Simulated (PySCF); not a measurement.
The calculation's input:

```
{"job": {"kind": "nmr", "xc": "PBE0", "basis": "pcSseg-1"}, "charge": 0, "multiplicity": 1}
C     -0.792816     2.649914    -0.501138
C     -0.744844     1.487046    -0.219456
C     -0.679030     0.082165     0.123774
Si    -2.485418    -0.591224     0.150954
C      0.153334    -0.670935    -0.926253
C      1.595028    -0.169858    -1.007751
C      2.347662    -0.396624     0.291932
S      1.623456     0.594142     1.635099
C     -0.065981    -0.080995     1.511524
H     -0.831041     3.669296    -0.744781
H     -2.429293    -2.011866     0.504062
H     -3.242297     0.158092     1.149916
H     -3.049751    -0.419687    -1.185611
H     -0.316859    -0.553418    -1.905627
H      0.155997    -1.737639    -0.681527
H      1.592343     0.898113    -1.237297
H      2.115133    -0.692422    -1.815426
H      2.318624    -1.446137     0.593232
H      3.385154    -0.075182     0.212776
H     -0.641218     0.460450     2.261847
H     -0.017104    -1.136289     1.789282
```

Command:

```sh
OMP_NUM_THREADS=1 python probes_run.py task.json out
```

Geometry: GFN2-xTB.

Method: PBE0/pcSseg-1, SCF density, gas phase, non-relativistic (PySCF 2.14.0).

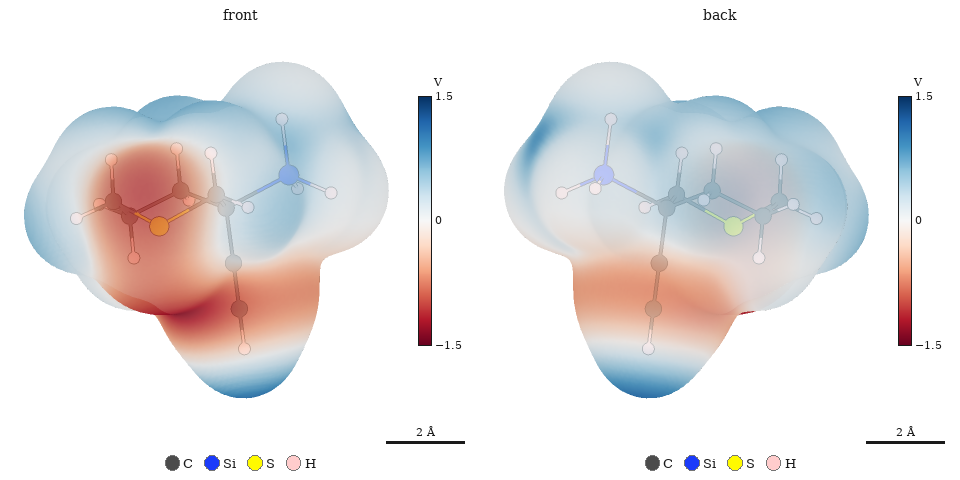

C7H12SSi. The molecular electrostatic potential painted on the density surface at 0.001 e/bohr³, seen from the front and from behind; red is negative and blue positive.

Which sites attract a positive test charge, and which a negative one?

A positive charge is drawn to the negative regions and a negative charge to the positive ones. The most negative region (about −1.3 V) lies over C1 and S8, the most positive (about +1.0 V) over H10.
